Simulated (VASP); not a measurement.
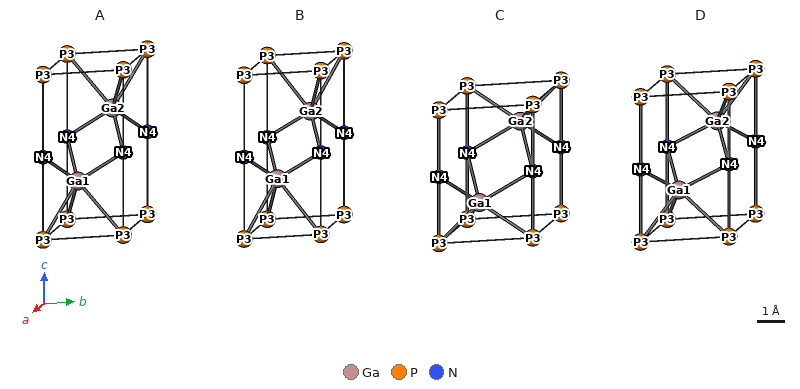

4 geometries from one relaxation of solid Ga2PN (a generated structure, set up in P-3m1), in shuffled order. The picture is a ball-and-stick view of the cell of the calculation, seen slightly off an axis.

The run lets cell and atoms move.

Level of theory: Kohn-Sham DFT of a periodic cell, PBE, VASP PAW PBE potentials, recommended (VASP). Settings: plane-wave cutoff 520 eV; k-point mesh 5 × 5 × 3; occupations gaussian; smearing width 0.15 eV; no spin polarisation.

Q: Put them in the order of the run, from the start to the converged end.

A: C, D, B, A. They are steps 0, 5, 8, 18, at +422 meV per atom, +165 meV per atom, +119 meV per atom relative to the last. The largest moves relative to the cell, 0.47 Å, are those of Ga1 and Ga2. Ga1 goes along +c. N and P stay in place. The drawn cell changes as follows: a = b 3.624 → 3.099 Å (−14.5 %), c 5.197 → 6.444 Å (+24.0 %); the volume changes by −9.3 %. Near-neighbour distances that change, for instance: P3–N4 2.598 → 3.222 Å, Ga1–N4 2.512 → 2.187 Å, Ga1–P3 2.416 → 2.656 Å. Bond angles that change, for instance: Ga1–P3–Ga1 97.2° → 71.4°, Ga1–P3–Ga2 82.8° → 108.6°, P3–Ga1–P3 97.2° → 71.4°. The space group stays P-3m1 (No. 164). After 18 geometry steps the energy has fallen by 422 meV per atom. The largest force component goes from 2.5 to 0.025 eV/Å. The pressure goes from 3.49 to −0.66 GPa. It ran on 2 threads of Intel(R) Xeon(R) Platinum 8375C CPU @ 2.90GHz (Ice Lake), with other jobs on the host.
